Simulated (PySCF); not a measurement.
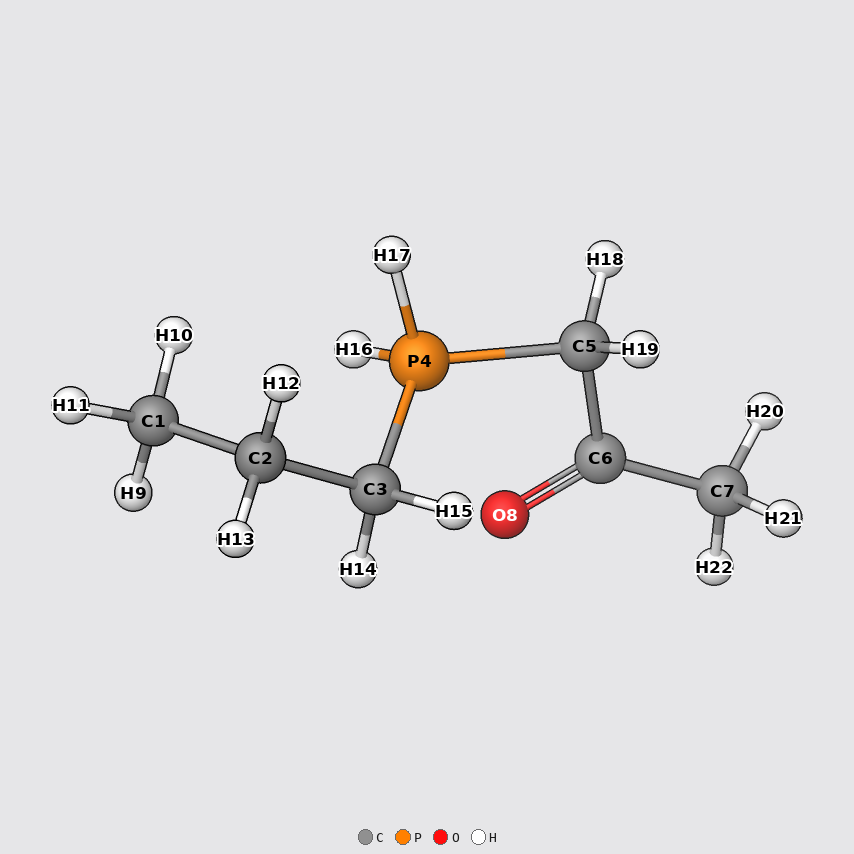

Charge +1, singlet. The computed structure is the end point of a GFN2-xTB optimisation. No frequency run is at hand to confirm it as a minimum. Electric field gradients from the ground-state density, PBE0/pcSseg-1 (PySCF 2.14.0), non-relativistic apart from any core potentials.

Give the largest field-gradient component, the quadrupole coupling constant and the asymmetry for 17O at O8 (Q = −25.6 mb), 2H at H9 (Q = 2.86 mb), 2H at H10 (Q = 2.86 mb).

| atom | V_zz (a.u.) | e²qQ/h (MHz) | η |
| --- | --- | --- | --- |
| O8 | −1.797 | 10.81 | 0.42 |
| H9 | 0.310 | 0.208 | 0.02 |
| H10 | 0.305 | 0.205 | 0.05 |

The geometry is semi-empirical. Around P such bond lengths and angles can be off by a tenth of an ångström or more and by several degrees, and values that hang on the shape move with them.
